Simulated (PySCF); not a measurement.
**Two runs on CH$_{2}$O**

System: CH$_{2}$O, SMILES C=O.
Method of run A: TDDFT PBE0/6-31G*, vertical, gas phase, core orbitals frozen in the response (PySCF 2.14.0).

The geometry comes from this level: PBE0-D3(BJ)/def2-SVP. Text and figures count atoms from 1; the logs count them from 0 in places.

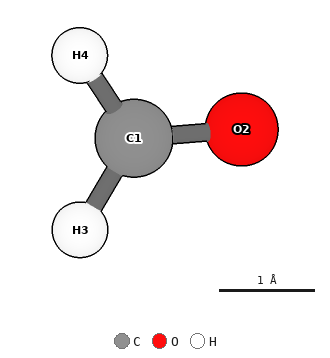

Fig. 1: The structure as given in the input (ball-and-stick view, seen at a tilt; atoms are numbered from 1 in the order of the input). Bond lengths as drawn: C–H 1.12 Å and C–O 1.20 Å.

## The input, run A
```
{"job": {"kind": "uv", "xc": "PBE0", "basis": "6-31G*"}, "charge": 0, "multiplicity": 1}
C      0.022736    -0.022651    -0.007537
O      1.214490    -0.121810    -0.029356
H     -0.638645    -0.556559    -0.736910
H     -0.515291     0.610571     0.743340
```

The first line tells a small driver script what to run in PySCF; the rest is the geometry in Å.

Command:
```bash
OMP_NUM_THREADS=1 python <driver script> task.json out
```

Hardware: 1 CPU thread, shared host.

## Output (run A)
```
coarse grid: 3416 points
cycle   1  E = -114.2783720462  dE =  2.147e-01  |g| = 7.083e-01  |ddm| = 1.826e+00
cycle   2  E = -113.8972368983  dE =  3.811e-01  |g| = 1.542e+00  |ddm| = 1.772e+00
cycle   3  E = -114.3835918618  dE = -4.864e-01  |g| = 3.780e-02  |ddm| = 1.292e+00
cycle   4  E = -114.3838475525  dE = -2.557e-04  |g| = 2.490e-02  |ddm| = 5.988e-02
cycle   5  E = -114.3839926814  dE = -1.451e-04  |g| = 5.310e-03  |ddm| = 1.960e-02
cycle   6  E = -114.3839982547  dE = -5.573e-06  |g| = 1.276e-03  |ddm| = 5.163e-03
final grid: 33160 points
cycle   7  E = -114.3661665711  dE =  9.419e-06  |g| = 9.919e-03  |ddm| = 1.020e-02
cycle   8  E = -114.3661077366  dE =  5.883e-05  |g| = 2.006e-02  |ddm| = 1.781e-02
cycle   9  E = -114.3661858562  dE = -7.812e-05  |g| = 5.569e-04  |ddm| = 1.255e-02
cycle  10  E = -114.3661859346  dE = -7.837e-08  |g| = 2.145e-05  |ddm| = 5.446e-04
cycle  11  E = -114.3661859348  dE = -1.723e-10  |g| = 1.191e-05  |ddm| = 3.318e-05
converged SCF energy = -114.3661859348

Static polarisability (au): isotropic 13.111, principal 6.763 14.321 18.250

Singlet excitations
state   eV       nm        f      main configurations
  1   4.1533    298.5   0.00000   H->L 1.00
  2   9.3170    133.1   0.18806   H->L+1 1.00
  3   9.3777    132.2   0.00104   H-2->L 1.00
  4  10.0316    123.6   0.04078   H-1->L 0.76, H->L+2 0.21
  5  10.4645    118.5   0.00000   H-3->L 1.00
  6  11.8229    104.9   0.00603   H->L+3 1.00
  7  12.3553    100.3   0.49060   H->L+2 0.74, H-1->L 0.18
  8  12.6433     98.1   0.00058   H-1->L+1 0.98
  9  14.3673     86.3   0.15116   H-2->L+1 0.95
 10  14.5972     84.9   0.00000   H-1->L+2 1.00

Triplet excitations (Tamm-Dancoff, eV): 3.4330 5.9594 8.1187 8.2327
```

For run B the input was changed thus:
```diff
-"basis": "6-31G*"
+"basis": "def2-SVP"
```

How does run B compare with run A?

The total energy of run B is 51.6 kcal/mol higher, which measures the change of basis and not a stability. The HOMO goes from −7.56 to −7.64 eV. The LUMO goes from −0.80 to −0.97 eV. The lowest excitation goes from 4.15 to 4.07 eV. The strongest computed line goes from 12.36 to 11.24 eV. The number of SCF iterations is the same. The basis functions go from 32 to 38.

## Output (run B)
```
coarse grid: 3416 points
cycle   1  E = -114.1572005493  dE =  2.016e-01  |g| = 7.062e-01  |ddm| = 1.961e+00
cycle   2  E = -113.7729717051  dE =  3.842e-01  |g| = 1.544e+00  |ddm| = 1.759e+00
cycle   3  E = -114.2615045301  dE = -4.885e-01  |g| = 3.219e-02  |ddm| = 1.286e+00
cycle   4  E = -114.2616901560  dE = -1.856e-04  |g| = 2.158e-02  |ddm| = 5.277e-02
cycle   5  E = -114.2617974249  dE = -1.073e-04  |g| = 5.420e-03  |ddm| = 1.865e-02
cycle   6  E = -114.2618032947  dE = -5.870e-06  |g| = 1.261e-03  |ddm| = 4.980e-03
final grid: 33160 points
cycle   7  E = -114.2838574247  dE =  9.739e-06  |g| = 1.040e-02  |ddm| = 1.173e-02
cycle   8  E = -114.2837919020  dE =  6.552e-05  |g| = 2.109e-02  |ddm| = 1.950e-02
cycle   9  E = -114.2838782944  dE = -8.639e-05  |g| = 3.972e-04  |ddm| = 1.358e-02
cycle  10  E = -114.2838783344  dE = -4.001e-08  |g| = 4.377e-05  |ddm| = 4.331e-04
cycle  11  E = -114.2838783350  dE = -5.401e-10  |g| = 1.080e-05  |ddm| = 4.981e-05
converged SCF energy = -114.2838783350

Static polarisability (au): isotropic 13.411, principal 7.469 14.442 18.322

Singlet excitations
state   eV       nm        f      main configurations
  1   4.0732    304.4   0.00000   H->L 1.00
  2   8.4733    146.3   0.16552   H->L+1 1.00
  3   9.2947    133.4   0.00114   H-2->L 1.00
  4   9.7621    127.0   0.00140   H-1->L 0.52, H->L+2 0.46
  5  10.3594    119.7   0.00000   H-3->L 0.99
  6  11.2353    110.4   0.46922   H->L+2 0.52, H-1->L 0.42
  7  11.2523    110.2   0.01104   H->L+3 0.99
  8  12.0227    103.1   0.00277   H-1->L+1 0.99
  9  13.5799     91.3   0.08362   H-2->L+1 0.98
 10  13.6181     91.0   0.00000   H-1->L+2 1.00

Triplet excitations (Tamm-Dancoff, eV): 3.3274 5.9436 7.6736 8.0067
```

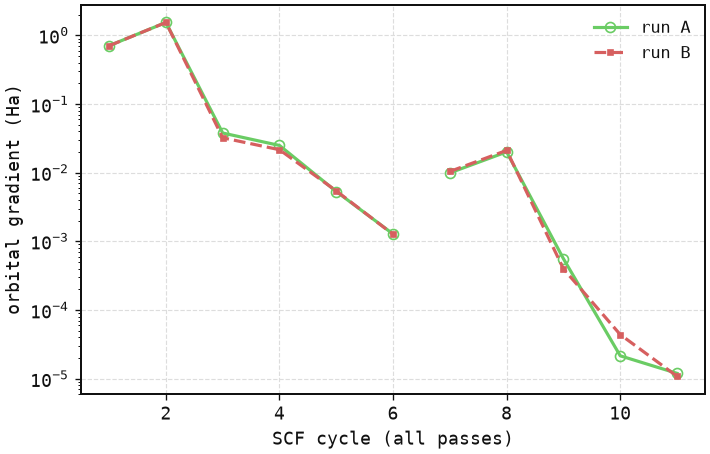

Fig. 2: Convergence of the two runs: orbital gradient against the SCF cycle. A break in a curve parts two SCF passes (coarse and final grid). Run A takes 11 cycles in all, and run B takes 11.

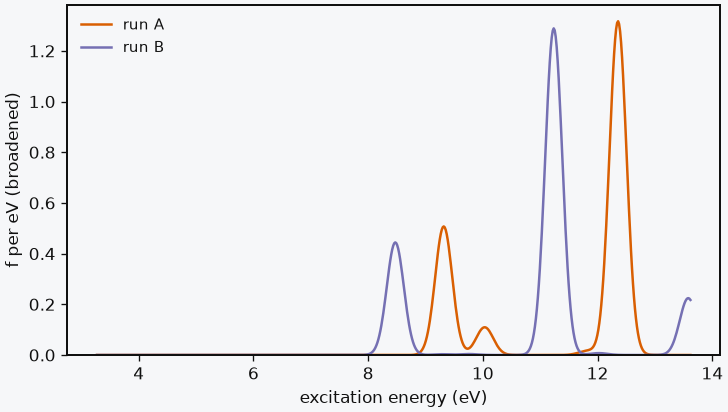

Fig. 3: Absorption of the two runs from their computed states, each broadened by a Gaussian of 0.35 eV full width; the range ends where the shorter list of states ends.

## The two runs side by side

| quantity | run A | run B |
| --- | --- | --- |
| outcome | converged | converged |
| total energy (hartree) | −114.366186 | −114.283878 |
| HOMO (eV) | −7.56 | −7.64 |
| LUMO (eV) | −0.80 | −0.97 |
| dipole moment (D) | 2.18 | 2.18 |
| lowest excitation (eV) | 4.15 | 4.07 |
| SCF iterations | 11 | 11 |
| strongest computed line (eV) | 12.36 | 11.24 |
| basis functions | 32 | 38 |
| wall time (shared host) | 1.1 s | 1.1 s |
